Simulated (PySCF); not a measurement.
# C$_{3}$H$_{11}$OSi$_{2}$ (SMILES C[Si](C)(C)O[SiH2]) (doublet): what the fields show

Input file:

```
{"job": {"kind": "epr", "basis": "pcH-1"}, "charge": 0, "multiplicity": 2}
C      0.078340    -1.314745     1.339386
Si    -0.227055     0.109452     0.113213
C     -1.186444    -0.505015    -1.411542
C     -1.117207     1.563733     0.953523
O      1.216359     0.689527    -0.386297
Si     2.708212     0.625471    -1.021974
H     -0.847767    -1.652776     1.793462
H      0.742422    -1.004116     2.140826
H      0.535496    -2.169951     0.849780
H     -0.661307    -1.314320    -1.910735
H     -2.172235    -0.870020    -1.141148
H     -1.319074     0.293342    -2.135644
H     -1.218009     2.408172     0.278939
H     -2.113684     1.277140     1.273929
H     -0.575104     1.908237     1.828781
H      2.605284     0.177799    -2.405156
H      3.544775    -0.209900    -0.169253
```

Command:

```sh
OMP_NUM_THREADS=1 python probes_run.py task.json out
```

Geometry: GFN2-xTB.

Computed with UKS B3LYP, pcH-1 on C H O Si, non-relativistic, mean-field spin-orbit, GIAO in PySCF 2.14.0, density-fitted response routines.

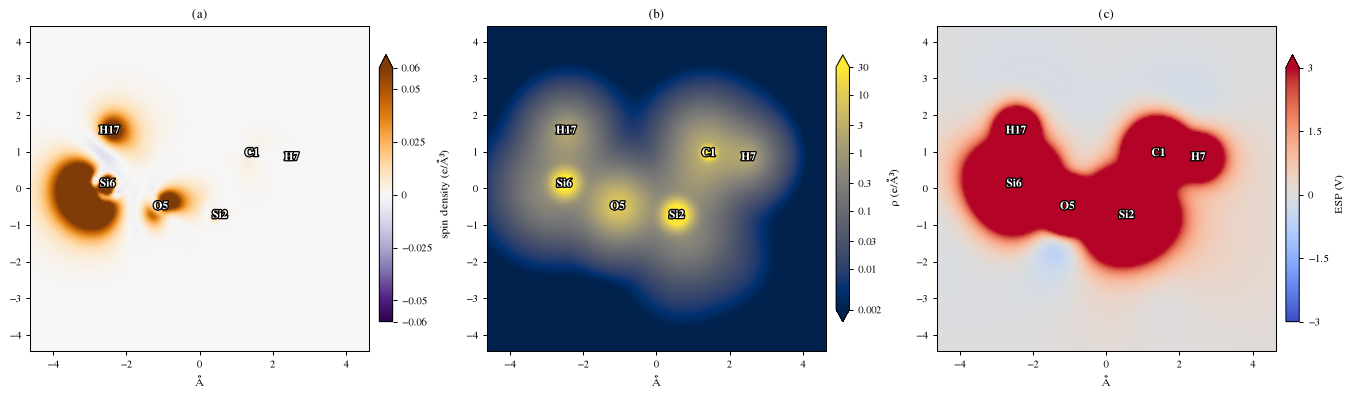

Figure 1. (a) spin density; (b) electron density; (c) electrostatic potential on the plane of atoms Si2, C1 and H7.

What does the map show?

Answer.
- Atoms in the plane: C, Si, O and H.
- Si–O (1.62 Å): ρ at the midpoint is about 1.1 e/Å³.
- C–Si (1.90 Å): ρ is about 0.93 e/Å³ halfway.
- C–H (1.09 Å): ρ is about 1.9 e/Å³ halfway.
- Si–H (1.46 Å): ρ at the midpoint is about 0.83 e/Å³.
- The unpaired spin (1 electron) lies mostly on Si6 (about 0.8) and O5 (about 0.1), in electrons by Hirshfeld's partition.
- Outside the dense part of the molecule the potential is most negative (−0.6 V) near O5.

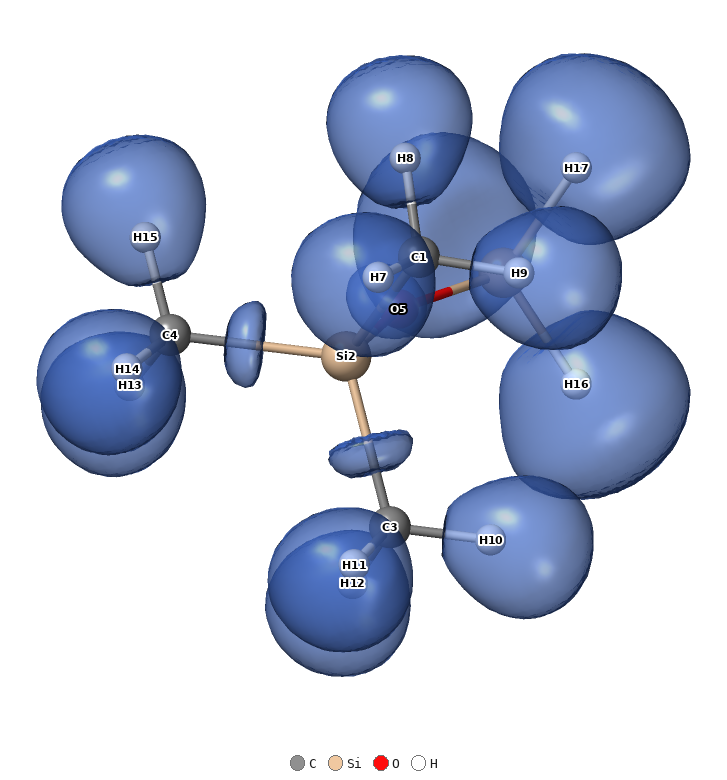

Figure 2. Isosurface of the electron localisation function at 0.9 (blue), seen at an oblique angle. Only the valence region is drawn (cores and ρ < 0.01 e/Å³ removed).

What do the ELF domains correspond to?

Answer. The surface consists of three regions between bonded C–Si atoms (shared pairs), eleven regions around hydrogen nuclei and one lobe on Si, pointing away from the bonds (non-bonding electrons).


Si–O (1.62 Å): the ELF peaks at about 0.85 between the atoms: a polar covalent bond. C–Si (1.90 Å): the ELF peaks at about 0.95 between the atoms; localised, covalent bonding.

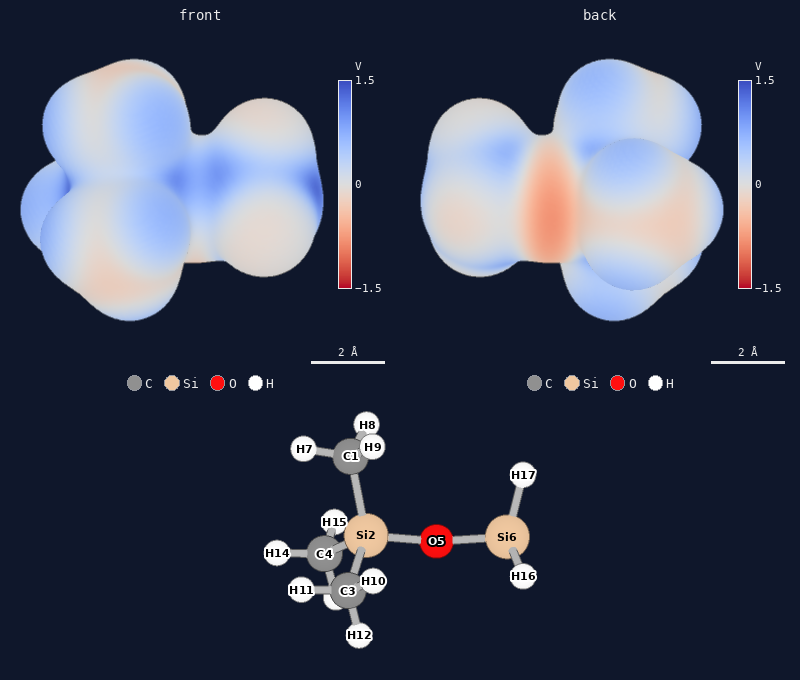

Figure 3. The electrostatic potential painted on the density surface at 0.002 e/bohr³, seen from the front and from behind; red is negative and blue positive. The bare structure is drawn below in the same view.

Which sites attract a positive test charge, and which a negative one?

Answer. A positive charge is drawn to the negative regions and a negative charge to the positive ones. The most negative region (about −0.7 V) lies over O5, the most positive (about +1.1 V) over Si2 and Si6.
